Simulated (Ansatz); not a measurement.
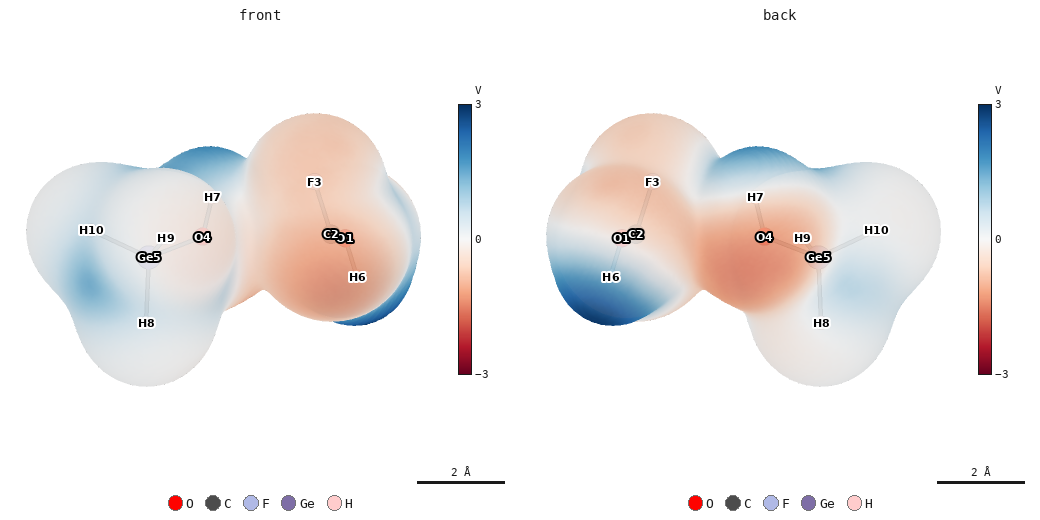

CH5FGeO2. The electrostatic potential painted on the density surface at 0.001 e/bohr³, seen from the front and from behind; red is negative and blue positive.

At this geometry the atoms fall into two loosely joined parts.

These are results of UHF/def2-SVP in Ansatz, not measurements.

```xyz
10

O     0.3978   -1.7446    2.1496
C     1.1968   -0.8775    1.6554
F     1.7752   -1.4674    0.6572
O    -0.8061   -0.4747   -0.6885
Ge   -0.7764    1.0211   -1.6363
H    -0.0712   -1.3540    2.8747
H    -0.2566   -1.1824   -0.9889
H    -1.6552    2.0034   -0.8653
H     0.6628    1.5358   -1.7586
H    -1.3496    0.7560   -3.0358
```

Where is the surface potential most negative and most positive?

Answer. The most negative region (about −1.5 V, or −35 kcal/mol for a unit charge) lies over O4, the most positive (about +2.8 V, or +65 kcal/mol for a unit charge) over H6. O4 is the likeliest acceptor of a hydrogen bond.
